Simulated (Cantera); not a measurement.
Input: 1 mol FeS2, a varied amount of H2S, 3.1 mol O2, equilibrated at 923.15 K and 12.0 mbar.

Equilibrium computed with Cantera from the NASA thermochemical tables; the gas is ideal and each condensed phase is pure. Candidate condensed phases: Fe, FeO, Fe(OH)2, Fe(OH)3, FeS, FeSO4, FeS2, Fe2O3, Fe2(SO4)3, Fe3O4, H2O, H2SO4, S; 22 gas species. FeS: taken at fixed stoichiometry. Gases not in the tables: S3 to S7. The numbers say what is thermodynamically allowed, not how fast it happens.

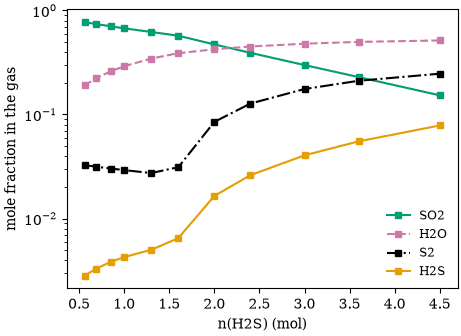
Equilibrium gas composition (values under 1e-9 drawn at 1e-9)

Problem. Read off the mole fractions at 1.3 mol H2S.

Solution. SO2 about 0.62, H2O about 0.34, S2 about 0.027, H2S about 0.0050.
